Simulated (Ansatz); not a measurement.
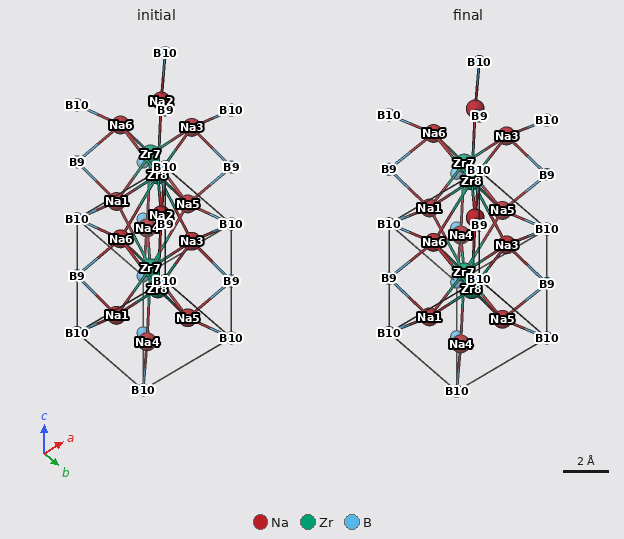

The structure of solid Na$_{3}$ZrB (built on the hexagonal perovskite (2H) type) before (left) and after (right) a relaxation, at one scale.

The picture is a ball-and-stick view of the cell of the calculation, repeated 1 × 1 × 2 with one cell outlined, seen from a free direction.

Case: hexagonal perovskite (2H) type (P6_3/mmc, No. 194).

The calculation used Ansatz, DFT PBE, scalar-relativistic, plane waves, PAW. Settings: plane-wave cutoff 420 eV; k-point mesh 6 × 6 × 8; occupations gaussian; smearing width 0.1 eV; no spin polarisation; cell and atoms relaxed; force threshold 0.01 eV/Å; at most 80 steps.

**Describe what moved and what it gained.**

The atoms keep their places relative to the cell (all moves are under 0.005 Å). The drawn cell changes as follows: a = b 6.979 → 7.144 Å (+2.4 %), c 5.627 → 5.382 Å (−4.4 %); the volume changes by +0.2 %. Some distances before and after: Na1–Zr8 3.493 → 3.575 Å, Na1–Na4 3.225 → 3.301 Å, Na1–Zr7 3.374 → 3.298 Å, Na1–B10 2.584 → 2.594 Å. Bond angles that change, for instance: Zr8–Na2–Zr8 113.0° → 109.4°, Zr8–Na2–B9 90.5° → 94.1°, B9–Na2–B10 66.0° → 62.5°. The space group stays P6_3/mmc (No. 194). The energy falls by 29.3 meV per cell of the calculation in 4 accepted moves (5 points after the start). Largest force component: 0.039 eV/Å at the start, 0.00066 eV/Å at the end. Pressure: −0.02 GPa at the start and 0.00 GPa at the end. At 1 point the geometry stayed and the basis and grid were re-selected for the new cell (energy shift of 0.3 meV per cell of the calculation at most each time). The run took 94 s on 1 thread of Oxide Virtual Turin-like Processor (Zen 5), on a shared host, peak memory 0.71 GiB.
